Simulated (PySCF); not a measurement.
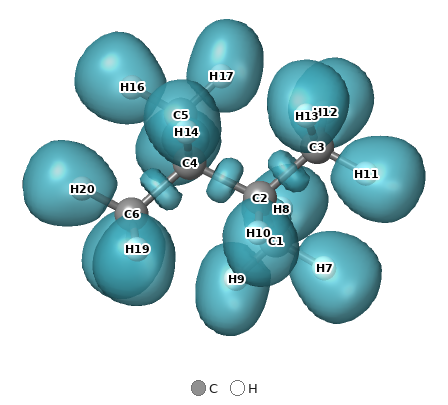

The picture shows: C$_{6}$H$_{14}$ (SMILES CC(C)C(C)C). Isosurface of the ELF at 0.8 (cyan), seen across its widest extent. Core shells and regions of very low density are left out.

Geometry: PBE0-D3(BJ)/def2-SVP.

Theory: CAM-B3LYP/def2-SVPD, SCF density, gas phase (PySCF 2.14.0).

```xyz
20

C    -1.0227    1.2998   -0.9854
C    -0.8764    0.2610    0.1231
C    -1.8859   -0.8678   -0.0611
C     0.5641   -0.2698    0.2884
C     1.1173   -0.9424   -0.9647
C     1.5189    0.8110    0.7852
H    -2.0421    1.7158   -0.9956
H    -0.8426    0.8581   -1.9786
H    -0.3255    2.1420   -0.8613
H    -1.1211    0.7628    1.0778
H    -2.9172   -0.4827   -0.0366
H    -1.7536   -1.3776   -1.0290
H    -1.7923   -1.6268    0.7317
H     0.5100   -1.0418    1.0784
H     1.2543   -0.2191   -1.7845
H     2.1016   -1.3920   -0.7615
H     0.4591   -1.7444   -1.3311
H     1.6793    1.5931    0.0259
H     1.1349    1.3008    1.6941
H     2.5057    0.3856    1.0253
```

> Identify the bonds, lone pairs and shells in this picture.

At this value the surface marks out five regions between bonded C–C atoms (shared pairs) and 14 regions around hydrogen nuclei.

Values along the shortest contacts:
C–C (1.53 Å): the ELF peaks at about 0.95 between the atoms, as expected for a shared electron pair. C–H (1.10 Å): the ELF climbs to about 1 towards the hydrogen, as it does in any bond to H: a covalent bond by its length.
